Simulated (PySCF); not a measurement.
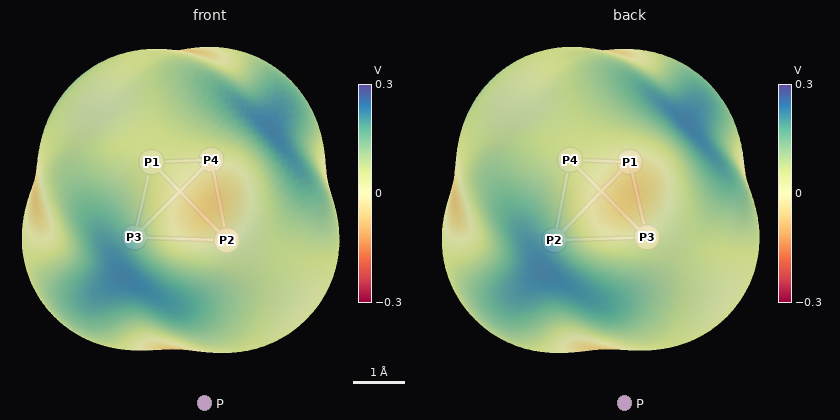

P$_{4}$. The electrostatic potential painted on the density surface at 0.001 e/bohr³, seen from the front and from behind; the colour scale runs from red (negative) to blue (positive).

Geometry: GFN2-xTB.

All numbers below come from B3LYP/def2-SVPD, SCF density, gas phase (PySCF).

Which sites attract a positive test charge, and which a negative one?

A positive charge is drawn to the negative regions and a negative charge to the positive ones. The surface potential is weak everywhere (between −0.1 and +0.2 V): the molecule has no strongly electron-rich or electron-poor site.

How polar is the molecule by this calculation?

Its dipole moment is zero.
